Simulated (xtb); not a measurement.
# Property calculation of SiH₃O₂F (charge +1)

The run: property calculation of SiH₃O₂F, charge +1, multiplicity 2. Method and program: GFN2-xTB, ALPB solvent furane (xtb 6.7.1).

The geometry was optimised with GFN2-xTB.

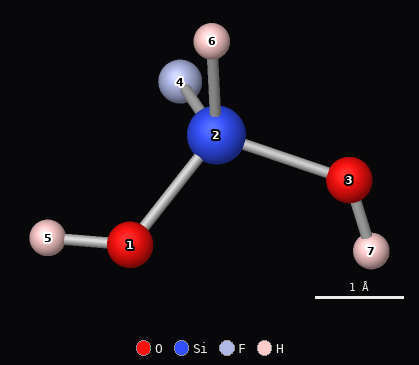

**Figure 1.** The structure (ball-and-stick view, seen on its broad side; atoms are numbered from 1 in the order of the input). Bond lengths as drawn: F–Si 1.61 Å, H–O 0.95 Å, H–Si 1.44 Å and O–Si 1.60 to 1.62 Å.

The input (coord):
```
$coord angs
    -0.1887210     0.5134580    -1.2445140  O
    -0.1660480    -0.3095880     0.1472620  Si
     1.3183410    -0.2906970     0.7515510  O
    -1.1852110     0.4553060     1.1367260  F
    -1.0101690     0.7594410    -1.6591070  H
    -0.5694270    -1.6890770     0.0880400  H
     1.8625360     0.4931570     0.7342430  H
$end
```

File xtb.inp:
```
$gbsa
   gbsagrid=vtight
$end
```

Run as:
```bash
xtb coord --etemp 7000 --iterations 50 --input xtb.inp --alpb furane --fod --chrg 1 -u 1 --gfn 2 --parallel 1 | tee run.log
```

What the program printed:
```
* xtb version 6.7.1
   ID    Z sym.   atoms
    1    8 O      1, 3
    2   14 Si     2
    3    9 F      4
    4    1 H      5-7

           -------------------------------------------------
          |                Calculation Setup                |
           -------------------------------------------------

          program call               : xtb coord --etemp 7000 --iterations 50 --input xtb.inp --alpb furane --fod --chrg 1 -u 1 --gfn 2 --parallel 1
          coordinate file            : coord
          omp threads                :                     1

########################################################################
[WARNING] Please study the warnings concerning your input carefully
-1- readin_getIntValue: could not parse 'vtight'
########################################################################

           -------------------------------------------------
          |                 G F N 2 - x T B                 |
           -------------------------------------------------

      * Hamiltonian:
        H0-scaling (s, p, d)           1.850000    2.230000    2.230000
        zeta-weighting                 0.500000
      * Dispersion:
        s8                             2.700000
        a1                             0.520000
        a2                             5.000000
        s9                             5.000000
      * Repulsion:
        kExp                           1.500000    1.000000
        rExp                           1.000000
      * Coulomb:
        alpha                          2.000000
        third order                    shell-resolved
        anisotropic                    true
        a3                             3.000000
        a5                             4.000000
        cn-shift                       1.200000
        cn-exp                         4.000000
        max-rad                        5.000000

      * Solvation model:               ALPB
        Solvent                        furane
        Parameter file                 internal GFN2-xTB/ALPB
        Dielectric constant                2.9400E+00
        Reference state                gsolv [1 M gas/solution]
        Free energy shift                  1.9866E-03 Eh       1.2466E+00 kcal/mol
        Temperature                        2.9815E+02 K
        Density                            9.3600E-01 kg/L
        Solvent mass                       6.8070E+01 g/mol
        Interaction kernel             P16
        Born radius scaling (c1)           1.2887E+00
        Born radii integrator          GBOBC
        Born offset                        0.0000E+00 a0       0.0000E+00 AA
        H-bond correction              true
        Ion screening                  false
        Surface tension                    1.0000E-05 Eh       1.5569E+01 dyn/cm
        Grid points                               230 per atom

          ...................................................
          :                      SETUP                      :
          :.................................................:
          :  # basis functions                  25          :
          :  # atomic orbitals                  24          :
          :  # shells                           12          :
          :  # electrons                        25          :
          :  max. iterations                    50          :
          :  Hamiltonian                  GFN2-xTB          :
          :  restarted?                      false          :
          :  GBSA solvation                   true          :
          :  PC potential                    false          :
          :  electronic temp.         7000.0000000     K    :
          :  accuracy                    1.0000000          :
          :  -> integral cutoff          0.2500000E+02      :
          :  -> integral neglect         0.1000000E-07      :
          :  -> SCF convergence          0.1000000E-05 Eh   :
          :  -> wf. convergence          0.1000000E-03 e    :
          :  Broyden damping             0.4000000          :
          :  net charge                          1          :
          :  unpaired electrons                  1          :
          ...................................................

 iter      E             dE          RMSdq      gap      omega  full diag
   1    -15.8589973 -0.158590E+02  0.688E+00    8.96       0.0  T
   2    -15.8949663 -0.359690E-01  0.354E+00    8.48       1.0  T
   3    -15.8973250 -0.235869E-02  0.121E+00    8.58       1.0  T
   4    -15.9004199 -0.309492E-02  0.537E-01    8.39       1.0  T
   5    -15.8997090  0.710843E-03  0.459E-01    8.57       1.0  T
   6    -15.9008585 -0.114948E-02  0.224E-01    8.42       1.0  T
   7    -15.9011255 -0.267012E-03  0.637E-02    8.48       1.0  T
   8    -15.9011375 -0.119748E-04  0.415E-02    8.46       1.0  T
   9    -15.9011467 -0.922547E-05  0.122E-02    8.47       3.1  T
  10    -15.9011475 -0.746302E-06  0.418E-03    8.47       9.1  T
  11    -15.9011475  0.237100E-07  0.426E-03    8.47       8.9  T
  12    -15.9011476 -0.114723E-06  0.149E-04    8.47     253.3  T
  13    -15.9011476 -0.866027E-10  0.292E-05    8.47    1295.0  T

   *** convergence criteria satisfied after 13 iterations ***

         #    Occupation            Energy/Eh            Energy/eV
      -------------------------------------------------------------
         1        2.0000           -0.9969228             -27.1277
       ...           ...                  ...                  ...
         7        1.9719           -0.6497791             -17.6814
         8        1.9601           -0.6417183             -17.4620
         9        1.9385           -0.6316325             -17.1876
        10        1.9101           -0.6225471             -16.9404
        11        1.8600           -0.6114605             -16.6387
        12        1.8426           -0.6084121             -16.5557
        13        1.5258           -0.5735661             -15.6075 (HOMO)
        14        0.0008           -0.2623326              -7.1384 (LUMO)
        15        0.0007           -0.2573823              -7.0037
        16        0.0001           -0.2025342              -5.5112
        17        0.0000           -0.0778262              -2.1178
        18                         -0.0564288              -1.5355
       ...                                ...                  ...
        24                          0.7984456              21.7268
      -------------------------------------------------------------
                  HL-Gap            0.3112335 Eh            8.4691 eV
             Fermi-level           -0.4952196 Eh          -13.4756 eV

 SCC (total)                   0 d,  0 h,  0 min,  0.003 sec
 SCC setup                      ...        0 min,  0.000 sec (  5.653%)
 Dispersion                     ...        0 min,  0.000 sec (  1.127%)
 classical contributions        ...        0 min,  0.000 sec (  0.271%)
 integral evaluation            ...        0 min,  0.001 sec ( 15.925%)
 iterations                     ...        0 min,  0.002 sec ( 52.048%)
 molecular gradient             ...        0 min,  0.001 sec ( 22.933%)
 printout                       ...        0 min,  0.000 sec (  1.734%)

         :::::::::::::::::::::::::::::::::::::::::::::::::::::
         ::                     SUMMARY                     ::
         :::::::::::::::::::::::::::::::::::::::::::::::::::::
         :: total energy             -15.812373711441 Eh    ::
         :: total w/o Gsasa/hb       -15.812877259189 Eh    ::
         :: gradient norm              0.037619052303 Eh/a0 ::
         :: HOMO-LUMO gap              8.469094876809 eV    ::
         ::.................................................::
         :: SCC energy               -15.901146812484 Eh    ::
         :: -> isotropic ES            0.151501388890 Eh    ::
         :: -> anisotropic ES         -0.002769771919 Eh    ::
         :: -> anisotropic XC         -0.000355705704 Eh    ::
         :: -> dispersion             -0.002309365643 Eh    ::
         :: -> Gsolv                  -0.065143826873 Eh    ::
         ::    -> Gelec               -0.065647374621 Eh    ::
         ::    -> Gsasa               -0.001450448826 Eh    ::
         ::    -> Ghb                 -0.000032608348 Eh    ::
         ::    -> Gshift               0.001986604922 Eh    ::
         :: repulsion energy           0.088773101043 Eh    ::
         :: add. restraining           0.000000000000 Eh    ::
         :: total charge               1.000000000015 e     ::
         :::::::::::::::::::::::::::::::::::::::::::::::::::::

           -------------------------------------------------
          |                Property Printout                |
           -------------------------------------------------

    * Orbital Energies and Occupations

         #    Occupation            Energy/Eh            Energy/eV
      -------------------------------------------------------------
         1        2.0000           -0.9969228             -27.1277
         2        2.0000           -0.8721937             -23.7336
         3        2.0000           -0.8076815             -21.9781
         4        1.9998           -0.7591860             -20.6585
         5        1.9978           -0.7064005             -19.2221
         6        1.9920           -0.6779353             -18.4476
         7        1.9719           -0.6497791             -17.6814
         8        1.9601           -0.6417183             -17.4620
         9        1.9385           -0.6316325             -17.1876
        10        1.9101           -0.6225471             -16.9404
        11        1.8600           -0.6114605             -16.6387
        12        1.8426           -0.6084121             -16.5557
        13        1.5258           -0.5735661             -15.6075 (HOMO)
        14        0.0008           -0.2623326              -7.1384 (LUMO)
        15        0.0007           -0.2573823              -7.0037
        16        0.0001           -0.2025342              -5.5112
        17        0.0000           -0.0778262              -2.1178
        18                         -0.0564288              -1.5355
        19                         -0.0026915              -0.0732
        20                          0.1017841               2.7697
        21                          0.3541893               9.6380
        22                          0.6479771              17.6324
        23                          0.6879530              18.7202
        24                          0.7984456              21.7268
      -------------------------------------------------------------
                  HL-Gap            0.3112335 Eh            8.4691 eV
             Fermi-level           -0.4952196 Eh          -13.4756 eV

     #   Z          covCN         q      C6AA      α(0)
     1   8 O        1.576    -0.288    18.842     5.857
     2  14 Si       3.177     0.675   137.985    24.861
     3   8 O        1.576    -0.283    18.766     5.845
     4   9 F        0.705    -0.118    10.434     3.814
     5   1 H        0.810     0.406     0.473     1.079
     6   1 H        0.924     0.193     1.136     1.667
     7   1 H        0.810     0.416     0.456     1.060

 Mol. C6AA /au·bohr⁶  :        648.011542
 Mol. C8AA /au·bohr⁸  :      24505.070880
 Mol. α(0) /au        :         44.184635

NFOD :     1.0032

 Loewdin FODpop      n(s)   n(p)   n(d)
     1O     0.2161   0.002  0.214  0.000
     2Si    0.1907   0.010  0.099  0.082
     3O     0.2172   0.005  0.212  0.000
     4F     0.2006   0.000  0.200  0.000
     5H     0.0022   0.002  0.000  0.000
     6H     0.1706   0.171  0.000  0.000
     7H     0.0058   0.006  0.000  0.000

Wiberg/Mayer (AO) data.
largest (>0.10) Wiberg bond orders for each atom

 ---------------------------------------------------------------------------
     #   Z sym  total        # sym  WBO       # sym  WBO       # sym  WBO
 ---------------------------------------------------------------------------
     1   8 O    2.139 --     2 Si   1.212     5 H    0.813
     2  14 Si   4.090 --     1 O    1.212     3 O    1.205     4 F    0.995
                             6 H    0.647
     3   8 O    2.111 --     2 Si   1.205     7 H    0.797
     4   9 F    1.100 --     2 Si   0.995
     5   1 H    0.831 --     1 O    0.813
     6   1 H    0.729 --     2 Si   0.647
     7   1 H    0.820 --     3 O    0.797
 ---------------------------------------------------------------------------

Topologies differ in total number of bonds
Writing topology from bond orders to xtbtopo.mol

molecular dipole:
                 x           y           z       tot (Debye)
 q only:       -0.070      -0.265      -0.456
   full:       -0.222      -0.242      -0.475       1.469
molecular quadrupole (traceless):
                xx          xy          yy          xz          yz          zz
 q only:        1.986       2.627      -0.389       5.537      -1.264      -1.597
  q+dip:        2.006       3.638       0.457       6.342      -1.320      -2.463
   full:        2.240       3.539      -0.011       6.477      -1.201      -2.229

 cube_pthr     :   0.050
 cube_step     :   0.400
 cube_boundoffset     :   3.000
 non-zero P (%):   3.385   nmat:      11
 Grid Boundaries (x y z) :
   6.5196829372460563        4.4351354978078721        5.1481008187352941
  -5.2397241898875162       -6.1918929333955202       -6.1352578414406453
 Total # of points       23490
 writing fod.cub
 N    (numint) :  0.633
cpu  time for cube

           -------------------------------------------------
          | TOTAL ENERGY              -15.812373711441 Eh   |
          | GRADIENT NORM               0.037619052303 Eh/α |
          | HOMO-LUMO GAP               8.469094876809 eV   |
           -------------------------------------------------

------------------------------------------------------------------------
------------------------------------------------------------------------
 total:
 *  cpu-time:     0 d,  0 h,  0 min,  0.036 sec
 * ratio c/w:     0.999 speedup
 SCF:
 *  cpu-time:     0 d,  0 h,  0 min,  0.003 sec
 * ratio c/w:     1.000 speedup
```

File fod:
```
0.21606305
    0.19072244
    0.21723350
    0.20055180
    0.00221278
    0.17055840
    0.00580804
```

Standard error:
```
normal termination of xtb
```

Key numbers:

```json
{"quantity": "outcome", "value": "converged"}
{"quantity": "electrons treated", "value": "25"}
{"quantity": "total energy", "value": "−15.812374 hartree"}
{"quantity": "dispersion energy", "value": "−0.002309 hartree"}
{"quantity": "solvation energy", "value": "−0.065144 hartree"}
{"quantity": "basis functions", "value": "25"}
{"quantity": "hardware", "value": "1 thread of AMD EPYC (Zen 5), 176 GiB of memory available, shared host"}
{"quantity": "peak memory", "value": "0.15 GiB"}
```

Remarks:

Settings chosen away from the usual ones: method = gfn2-xtb; task = fod; x = {"etemp": 7000, "surface_grid": "vtight", "max_iter": 50}; geo = {"prev": 1}; partner = cation; sm = ALPB; solvent = furane. These settings are looser than, or depart from, a standard set-up, so the numbers are not reference values for this system. Notes on the run: -1- readin_getIntValue: could not parse 'vtight'.
